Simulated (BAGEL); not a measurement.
# GeSiH5Cl (SMILES [SiH3][GeH2][Cl]), step by step

Aim: a single-point energy (HF/def2-SV(P)), then the energy (NEVPT2(2,2)/def2-SV(P)), then the energy (CASPT2(2,2)/def2-SV(P)) of GeSiH5Cl. 

The results are computed with BAGEL 1.2.2.

1 further run of the same task is left out (set aside as unsound or not needed).

### 1 The structure to begin with

GeSiH5Cl: 8 atoms, total charge 0, spin state singlet. As SMILES, `[SiH3][GeH2][Cl]`. The Si1–H5 distance was set to 4.155 Å, away from the relaxed value. At this shape a bond of the SMILES string is far longer than usual.

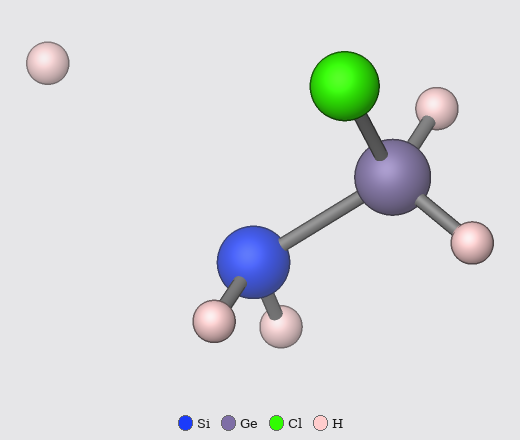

Viewed from a chosen angle; silicon blue, germanium purple, chlorine green, hydrogen pink.

### 2 The energy at HF/def2-SV(P) (density fitting with svp-jkfit) (run 1)

File calc.json:

```json
{ "bagel" : [

{
  "title" : "molecule",
  "basis" : "def2-sv_p_.json",
  "df_basis" : "svp-jkfit",
  "angstrom" : false,
  "geometry" : [
    { "atom" : "Si", "xyz" : [ -4.05999721, -2.69333594,  0.64067196 ] },
    { "atom" : "Ge", "xyz" : [ -1.03284493, -5.92344480,  1.43605768 ] },
    { "atom" : "Cl", "xyz" : [  1.28169163, -4.60384905,  4.54994839 ] },
    { "atom" : "H", "xyz" : [ -5.72541284, -3.47020235, -1.48489199 ] },
    { "atom" : "H", "xyz" : [ -0.28308097,  3.92817370, -1.24514054 ] },
    { "atom" : "H", "xyz" : [ -5.59993503, -2.29970599,  2.95124009 ] },
    { "atom" : "H", "xyz" : [  0.79036283, -6.40192346, -0.77416599 ] },
    { "atom" : "H", "xyz" : [ -2.19256985, -8.44037103,  2.30684348 ] }
  ]
},
{ "title" : "hf" },
{ "title" : "print", "file" : "orbitals.molden", "orbitals" : true }

]}
```

The basis set def2-SV(P) is read from a file made from the Basis Set Exchange's data (not shown).

Started as:

```console
$ BAGEL_NUM_THREADS=1 BAGEL calc.json > calc.out
```

Log:

```text
* using 1 threads per process

  ===============================================================
  ===============================================================

  *** Geometry ***

  { "atom" : "Si", "xyz" : [     -4.059997,     -2.693336,      0.640672 ] },
  { "atom" : "Ge", "xyz" : [     -1.032845,     -5.923445,      1.436058 ] },
  { "atom" : "Cl", "xyz" : [      1.281692,     -4.603849,      4.549948 ] },
  { "atom" : "H", "xyz" : [     -5.725413,     -3.470202,     -1.484892 ] },
  { "atom" : "H", "xyz" : [     -0.283081,      3.928174,     -1.245141 ] },
  { "atom" : "H", "xyz" : [     -5.599935,     -2.299706,      2.951240 ] },
  { "atom" : "H", "xyz" : [      0.790363,     -6.401923,     -0.774166 ] },
  { "atom" : "H", "xyz" : [     -2.192570,     -8.440371,      2.306843 ] },

  Number of auxiliary basis functions:      612

  Since a DF basis is specified, we compute 2- and 3-index integrals:
    o Being stored without compression. Storage requirement is 0.030 GB

  Number of basis functions:       78
  Number of electrons      :       68

    * METHOD: MOLECULE                             0.26

  *** RHF ***

  === Nuclear Repulsion ===
   332.0064389895

      * DIIS with orbital gradients will be used.

  === RHF iteration (def2-sv_p_.json) ===
      0      -2825.81231271          0.01017005           0.10
      1      -2825.72497634          0.01169182           0.09
      2      -2825.96608386          0.00355605           0.09
      3      -2825.98306223          0.00098991           0.09
      4      -2825.98388882          0.00043748           0.09
      5      -2825.98409317          0.00013257           0.09
      6      -2825.98411111          0.00004558           0.09
      7      -2825.98411387          0.00000763           0.09
      8      -2825.98411395          0.00000273           0.09
      9      -2825.98411397          0.00000085           0.09
     10      -2825.98411397          0.00000031           0.09
     11      -2825.98411397          0.00000006           0.09
     12      -2825.98411397          0.00000002           0.09
     13      -2825.98411397          0.00000001           0.09
    * SCF iteration converged.

    * Permanent dipole moment:
           (    1.202581,     1.663903,     0.206440) a.u.

    * METHOD: HF                                   1.52

    * METHOD: PRINT                                0.01

  ===============================================================
```

It took 2.1 s on 1 thread of Intel Xeon 6975P-C (Granite Rapids), shared host; peak memory 0.15 GiB.

### 3 The energy at NEVPT2(2,2)/def2-SV(P) (density fitting with svp-jkfit) (run 2)

File input.json:

```json
{ "bagel" : [

{
  "title" : "molecule",
  "basis" : "def2-sv_p_.json",
  "df_basis" : "svp-jkfit",
  "angstrom" : "false",
  "geometry" : [
    { "atom" : "Si", "xyz" : [ -4.05999721, -2.69333594,  0.64067196 ] },
    { "atom" : "Ge", "xyz" : [ -1.03284493, -5.92344480,  1.43605768 ] },
    { "atom" : "Cl", "xyz" : [  1.28169163, -4.60384905,  4.54994839 ] },
    { "atom" : "H", "xyz" : [ -5.72541284, -3.47020235, -1.48489199 ] },
    { "atom" : "H", "xyz" : [ -0.28308097,  3.92817370, -1.24514054 ] },
    { "atom" : "H", "xyz" : [ -5.59993503, -2.29970599,  2.95124009 ] },
    { "atom" : "H", "xyz" : [  0.79036283, -6.40192346, -0.77416599 ] },
    { "atom" : "H", "xyz" : [ -2.19256985, -8.44037103,  2.30684348 ] }
  ]
},
{ "title" : "hf" },
{ "title" : "nevpt2", "nstate" : 1, "nact" : 2, "nclosed" : 33, "active" : [34, 35], "maxiter" : 200, "natocc" : "true", "ncore" : 19 },
{ "title" : "print", "file" : "orbitals.molden", "orbitals" : "true" }

]}
```

The basis set def2-SV(P) is read from a file made from the Basis Set Exchange's data (not shown).

Started as:

```console
$ BAGEL_NUM_THREADS=1 BAGEL input.json > input.out
```

Log:

```text
* using 1 threads per process

  ===============================================================
  ===============================================================

  *** Geometry ***

  { "atom" : "Si", "xyz" : [     -4.059997,     -2.693336,      0.640672 ] },
  { "atom" : "Ge", "xyz" : [     -1.032845,     -5.923445,      1.436058 ] },
  { "atom" : "Cl", "xyz" : [      1.281692,     -4.603849,      4.549948 ] },
[... 4 lines of this table left out ...]
  { "atom" : "H", "xyz" : [     -2.192570,     -8.440371,      2.306843 ] },

  Number of auxiliary basis functions:      612

  Since a DF basis is specified, we compute 2- and 3-index integrals:
    o Being stored without compression. Storage requirement is 0.030 GB

[... 18 lines left out ...]
    * SCF iteration converged.
[... 1 line left out ...]
    * Permanent dipole moment:
[... 28 lines left out ...]
    * Second-order optimization converged. *

     guess   0:   closed 1.                   open ..

  === FCI iteration ===

      0  0     -2825.96262596     9.16e-02      0.00
      1  0     -2826.11828458     1.26e-02      0.00
      2  0 *   -2826.12005424     3.73e-16      0.00

     * ci vector, state   0, <S^2> = 0.0000
       2.     0.7566076533
       .2    -0.6538691451

  === DF-NEVPT2 calculation ===

    * 3-index integral transformation done
    * assembly done

      NEVPT2 correlation energy:   -0.4138890325      0.09

          (+0)     -0.3894292112
          (+0)'    -0.0032552435
          (+1)     -0.0047207777
          (+1)'    -0.0000000000
          (+2)     -0.0000104821
          (-1)     -0.0164610251
          (-1)'     0.0000000000
          (-2)     -0.0000122930

      NEVPT2 total energy:       -2826.5339432745

    * METHOD: NEVPT2                               4.21

    * METHOD: PRINT                                0.01

  ===============================================================
```

Run time: 6.3 s. Hardware: 1 thread of Intel Xeon 6975P-C (Granite Rapids), shared host; peak memory 0.15 GiB.

### 4 A single-point energy at CASPT2(2,2)/def2-SV(P) (density fitting with svp-jkfit) (run 3)

File caspt2.json:

```json
{ "bagel" : [

{
  "title" : "molecule",
  "basis" : "def2-sv_p_.json",
  "df_basis" : "svp-jkfit",
  "geometry" : [
    { "atom" : "Si", "xyz" : [ -4.05999721, -2.69333594,  0.64067196 ] },
    { "atom" : "Ge", "xyz" : [ -1.03284493, -5.92344480,  1.43605768 ] },
    { "atom" : "Cl", "xyz" : [  1.28169163, -4.60384905,  4.54994839 ] },
    { "atom" : "H", "xyz" : [ -5.72541284, -3.47020235, -1.48489199 ] },
    { "atom" : "H", "xyz" : [ -0.28308097,  3.92817370, -1.24514054 ] },
    { "atom" : "H", "xyz" : [ -5.59993503, -2.29970599,  2.95124009 ] },
    { "atom" : "H", "xyz" : [  0.79036283, -6.40192346, -0.77416599 ] },
    { "atom" : "H", "xyz" : [ -2.19256985, -8.44037103,  2.30684348 ] }
  ]
},
{ "title" : "hf" },
{ "title" : "casscf", "nstate" : 1, "nact" : 2, "nclosed" : 33, "active" : [34, 35], "maxiter" : 200, "natocc" : "true" },
{ "title" : "print", "file" : "orbitals.molden", "orbitals" : "true" },
{ "title" : "smith", "method" : "caspt2", "ms" : "true", "xms" : "true", "sssr" : "true", "shift" : 0.2, "shift_imag" : "true", "ncore" : 19 }

]}
```

The basis set def2-SV(P) is read from a file made from the Basis Set Exchange's data (not shown).

Started as:

```console
$ BAGEL_NUM_THREADS=1 BAGEL caspt2.json > caspt2.out
```

Log:

```text
* using 1 threads per process

  ===============================================================
  ===============================================================

  *** Geometry ***

  { "atom" : "Si", "xyz" : [     -4.059997,     -2.693336,      0.640672 ] },
  { "atom" : "Ge", "xyz" : [     -1.032845,     -5.923445,      1.436058 ] },
  { "atom" : "Cl", "xyz" : [      1.281692,     -4.603849,      4.549948 ] },
[... 4 lines of this table left out ...]
  { "atom" : "H", "xyz" : [     -2.192570,     -8.440371,      2.306843 ] },

  Number of auxiliary basis functions:      612

  Since a DF basis is specified, we compute 2- and 3-index integrals:
    o Being stored without compression. Storage requirement is 0.030 GB

[... 18 lines left out ...]
    * SCF iteration converged.
[... 1 line left out ...]
    * Permanent dipole moment:
[... 27 lines left out ...]
    * Second-order optimization converged. *
[... 9 lines left out ...]
     * ci vector, state   0, <S^2> = 0.0000
[... 16 lines left out ...]
    * Zeroth order energy : state  0       -0.3542678389
[... 4 lines left out ...]
       #      aibj      arbs      arbi      airj      risj      airs      arst      rist         Etot      error   time
[... 2 lines left out ...]
       0  -0.38737  -0.00002  -0.01826  -0.00530  -0.00002  -0.00318  -0.00000   0.00000   -0.4141349  0.0003038   0.05
       1  -0.38738  -0.00002  -0.01827  -0.00530  -0.00002  -0.00321  -0.00000  -0.00000   -0.4141928  0.0000384   0.04
       2  -0.38738  -0.00002  -0.01827  -0.00530  -0.00002  -0.00321  -0.00000  -0.00000   -0.4141937  0.0000033   0.05
       3  -0.38738  -0.00002  -0.01827  -0.00530  -0.00002  -0.00321  -0.00000  -0.00000   -0.4141937  0.0000004   0.05

      ------------------------------------------------------------------------------------------------------------------

    * CASPT2 energy : state  0    -2826.5369348172
        w/o shift correction      -2826.5342479746
        reference weight              0.8741023062

    * METHOD: SMITH                                0.40

  ===============================================================
```

Run time: 6.3 s. Hardware: 1 thread of Intel Xeon 6975P-C (Granite Rapids), shared host; peak memory 0.15 GiB.

### 5 Summary of results

| quantity | value |
| --- | --- |
| run 1, HF/def2-SV(P): total energy | -2825.98411 Eh |
| run 1, HF/def2-SV(P): dipole moment | 5.24 D |
| run 1, HF/def2-SV(P): HOMO energy | -7.14 eV |
| run 1, HF/def2-SV(P): LUMO energy | -2.52 eV |
| run 1, HF/def2-SV(P): HOMO–LUMO gap | 4.62 eV |
| run 2, NEVPT2(2,2)/def2-SV(P): total energy | -2826.53394 Eh |
| run 3, CASPT2(2,2)/def2-SV(P): total energy | -2826.53693 Eh |

One bond (run 1, HF/def2-SV(P)) is far stretched, which a spin-restricted single reference describes badly; a broken-symmetry solution may lie lower.
